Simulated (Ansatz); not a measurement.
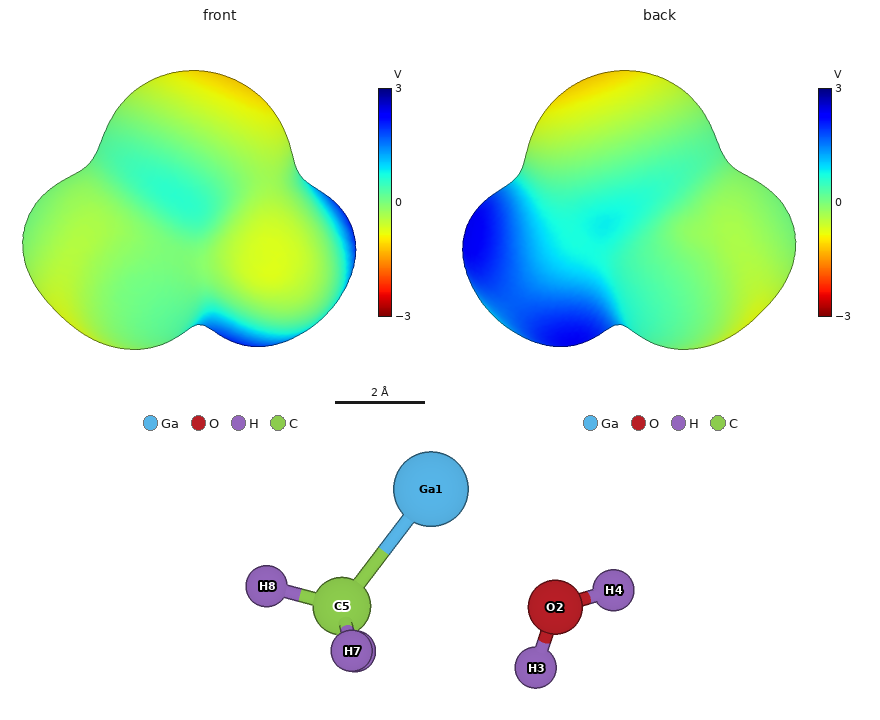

The picture shows: CH$_{3}$Ga···H$_{2}$O. The electrostatic potential painted on the density surface at 0.001 e/bohr³, seen from the front and from behind; the colour scale runs from red (negative) to blue (positive). The bare structure is drawn below in the same view.

Method: RKS PBE/def2-mTZVP (Ansatz).

```yaml
atoms:
  - { symbol: Ga, position_ang: [0.3946, -0.5248, -1.3796] }
  - { symbol: O, position_ang: [0.8933, 0.1566, 0.9292] }
  - { symbol: H, position_ang: [0.0893, 0.0508, 1.4756] }
  - { symbol: H, position_ang: [1.5606, -0.4305, 1.3333] }
  - { symbol: C, position_ang: [-1.5506, 0.0371, -0.8902] }
  - { symbol: H, position_ang: [-1.9879, -0.6486, -0.1388] }
  - { symbol: H, position_ang: [-1.5901, 1.0585, -0.4692] }
  - { symbol: H, position_ang: [-2.2255, 0.0196, -1.7627] }
```

Which sites attract a positive test charge, and which a negative one?

A positive charge is drawn to the negative regions and a negative charge to the positive ones. The most negative region (about −1.1 V) lies over Ga1, the most positive (about +2.3 V) over H3 and H4.
